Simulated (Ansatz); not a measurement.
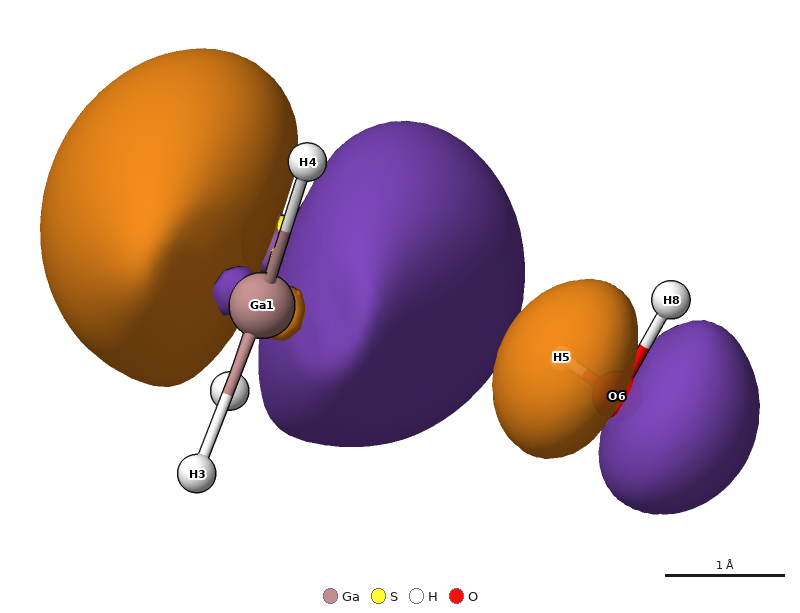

*GaH3S···H2O. One frontier orbital at ±0.08 Å⁻³ᐟ² (orange and purple are the two phases), seen from one side.*

Level of theory: Ansatz, RKS PBE-D4/def2-SVP.

```xyz
8

Ga   -1.0219    0.2414   -0.8284
S     0.8439    1.5148   -0.6757
H    -1.0292   -0.9113   -1.8922
H    -2.1766    0.7460    0.1094
H     1.0917   -0.4197    1.1317
O     0.5972   -1.1822    1.4919
H     1.5402    0.8020   -1.6060
H     0.1548   -0.7911    2.2694
```

Which orbital is it: HOMO or LUMO?

Answer. The HOMO, at −6.34 eV. Its weight (Hirshfeld) is mainly on S2 (about 70 %), O6 (about 15 %) and Ga1 (about 10 %); largely a lone pair of S2.
